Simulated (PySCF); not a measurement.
**C3H2O, SMILES `O=C1C=C1`: what the electrons do**

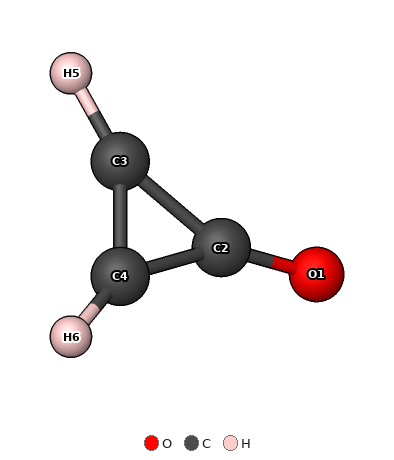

The molecule, with its atoms numbered as below. No frequency check shows the geometry to be a minimum.

Cartesian coordinates (Å):

```
O1      -1.5247   -0.0000    0.0000
C2      -0.3353    0.0001    0.0000
C3       0.9270   -0.6746    0.0000
C4       0.9271    0.6745    0.0000
H5       1.5425   -1.5468    0.0000
H6       1.5425    1.5468    0.0000
```

Part 1: Bonding charge

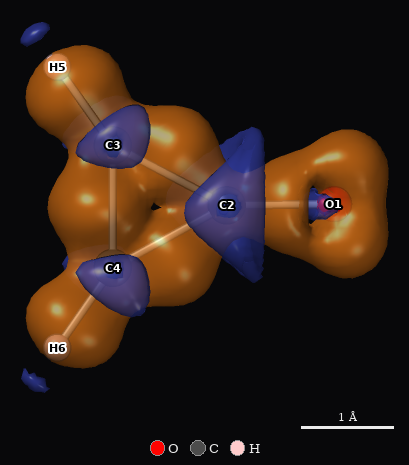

Deformation density (molecule less spherical, spin-averaged free atoms at the same positions), surfaces at ±0.1 e/Å³; orange: gain, blue: loss.

PySCF calculation, HF/def2-SVP, gas phase; geometry: GFN2-xTB.

> How much density has each bond gained at its critical point, relative to the free atoms?

O1–C2: +0.78 e/Å³ at the bond critical point (bond length 1.19 Å, Mayer order 2.0). C3–H5 and C4–H6: +0.75 e/Å³ at the bond critical point (bond length 1.07 Å, Mayer order 1.0). C3–C4: +0.67 e/Å³ at the bond critical point (bond length 1.35 Å, Mayer order 1.5). C2–C4 and C2–C3: +0.52 e/Å³ at the bond critical point (bond length 1.43 Å, Mayer order 1.0). In all, 1.7 electrons gather in the regions of gain relative to the promolecule.

Part 2: Bond critical points

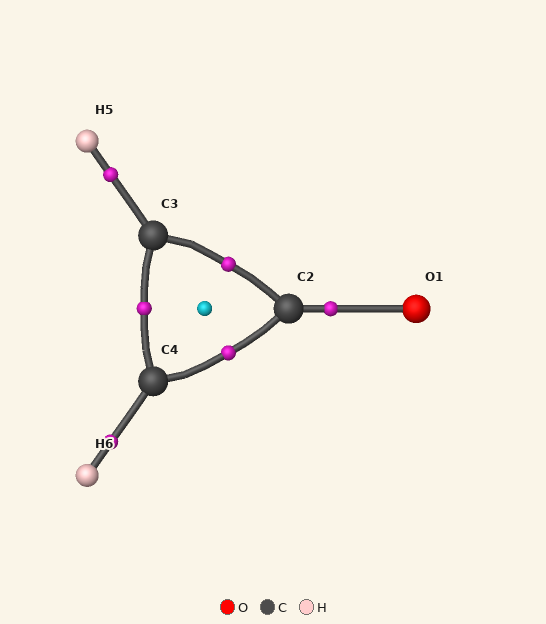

Molecular graph of the electron density (QTAIM): bond paths, bond critical points (magenta), ring points (cyan, if any); weak paths are dashed.

> How many critical points of each kind are there, and does the count close?

6 nuclei, 6 bond, 1 ring and 0 cage critical points: 6 − 6 + 1 − 0 = 1, as the Poincaré–Hopf relation requires.

> Tabulate density, Laplacian, ellipticity and energy density at the bond critical points (atomic units).

```
           bond  length (Å)  ρ (a.u.)  ∇²ρ (a.u.)     ε  H (a.u.)
          O1–C2       1.189     0.432       +0.40  0.04    −0.768
          C3–C4       1.349     0.325       −0.78  0.16    −0.344
C3–H5 (2 alike)       1.067     0.294       −1.25  0.02    −0.341
C2–C4 (2 alike)       1.431     0.280       −0.60  0.13    −0.264
```

> What kind of interaction is C2–C4?

Shared-shell (covalent): ρ = 0.280, ∇²ρ = −0.60, H = −0.264 a.u.

Part 3: Local ionisation energy

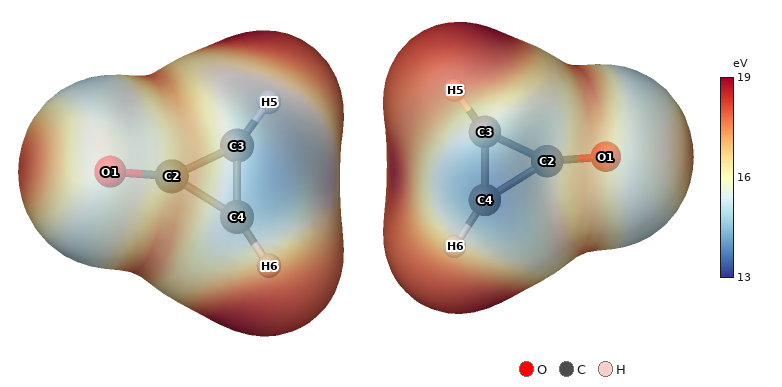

Average local ionisation energy on the surface of electron density 0.001 a.u. (back view left, front view right).

> Locate the minima of the map.

The lowest value is 13.7 eV, off the C3–C4 bond (2.2 Å from its atoms), and at like points elsewhere. Further minima include 14.9 eV, 1.8 Å from O1. For comparison, the highest occupied orbital lies at −10.7 eV.

Part 4: Removing or adding an electron

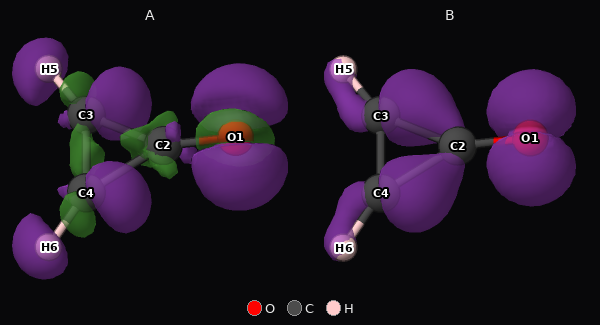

The Fukui function f⁻ from two separate SCF calculations and the density of the HOMO, at ±0.04 e/Å³ (purple positive, green negative).

Level of theory: PBE0/aug-cc-pVDZ (PySCF), at a geometry from GFN2-xTB.

> Which panel is which, and how good is the frozen-orbital picture?

A is f⁻ (it has negative regions), B the HOMO density. The HOMO lies on O1 (53 %) and C2, C3 and C4 (14 % each); f⁻ (Hirshfeld-condensed) is largest on O1 (0.37); the vertical ionisation energy is 9.50 eV. Relaxation shifts 16 % of the electron between atoms. The orbital energy is −7.02 eV.

Part 5: Localised orbitals

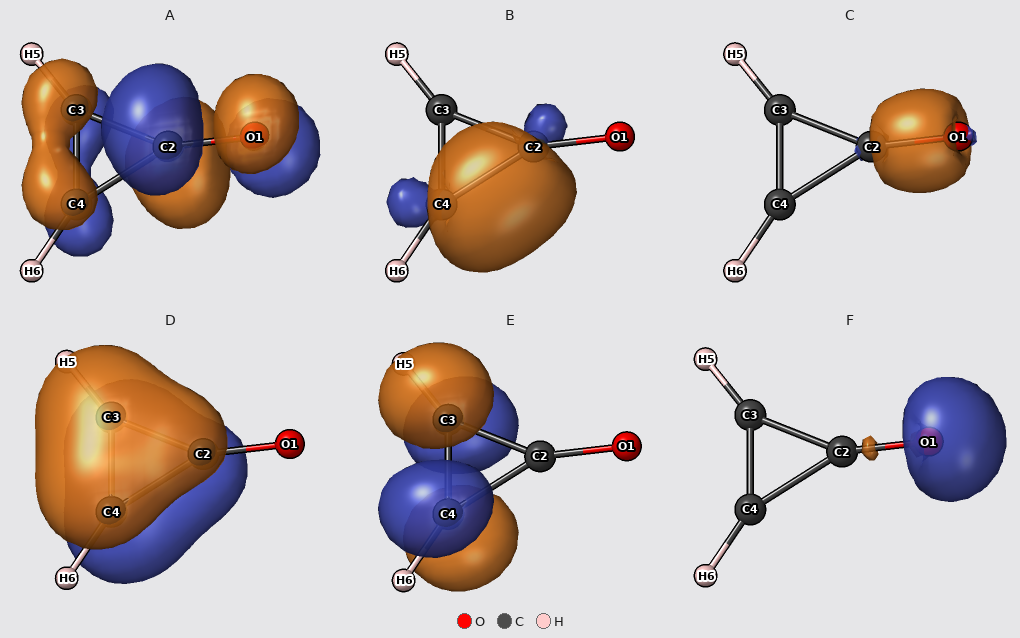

Intrinsic bond orbitals (IBO), occupied and valence-virtual; each surface holds about 80 % of the orbital's density. Energies are diagonal elements of the Fock matrix.

Method: B3LYP/6-31+G*; geometry: GFN2-xTB; program: PySCF.

> Name the orbitals, with their atomic make-up and energies.

By panel:
- A: delocalised π* orbital mainly over C2, O1, C4 and C3 (C2 58 %, O1 27 %, C4 7 %; 1.6 eV)
- B: σ bond C4–C2 (C4 52 %, C2 46 %; −15.4 eV)
- C: σ bond O1–C2 (O1 60 %, C2 40 %; −25.9 eV)
- D: delocalised π orbital mainly over C4, C3 and C2 (C4 41 %, C3 41 %, C2 18 %; −10.7 eV)
- E: π* orbital C3–C4 (C3 50 %, C4 50 %; −0.7 eV)
- F: lone pair on O1 (sp0.8-type) (O1 99 %; −15.0 eV)

> How do all the valence pairs divide up?

10 pairs: 6 σ bonds, 2 lone pairs, 1 delocalised π orbital and 1 two-centre π bond.
